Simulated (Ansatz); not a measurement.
**Ba2HfO4: pressure series**

The reference is Ba₂HfO₄ (space group I4/mmm, No. 139; a cell from a computed database, its experimental status unchecked).

Space group I4/mmm (No. 139); a = b = 4.151 Å, c = 13.432 Å, α = β = γ = 90.00°

```tsv
atom	site	symmetry	x	y	z
Ba	4e	4mm	0.0000	0.0000	0.3522
Hf	2a	4/mmm	0.0000	0.0000	0.0000
O	4c	mmm.	0.0000	0.5000	0.0000
O	4e	4mm	0.0000	0.0000	0.1565
```
(The calculation used a cell of 7 atoms; values per cell refer to that cell.)

Cell and atoms are relaxed at each pressure.

The values are results of plane-wave PAW DFT at the r2SCAN+rVV10 level (Ansatz, a first-principles code, 500 eV), without spin-orbit coupling, earlier PAW set, not measurements.

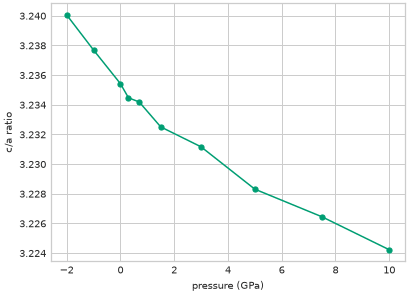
c/a ratio against pressure

Problem. From the plot, what is the c/a ratio for pressure 0.7 GPa?

Solution. About 3.234.

Problem. Is the trend monotonic over the range shown?

Solution. Yes, it falls throughout, spanning 3.224 to 3.240.

Load acts through the strain it causes; cell and atoms are relaxed under it. Whether these cells are dynamically stable was not tested. Competing high-pressure phases were not computed.
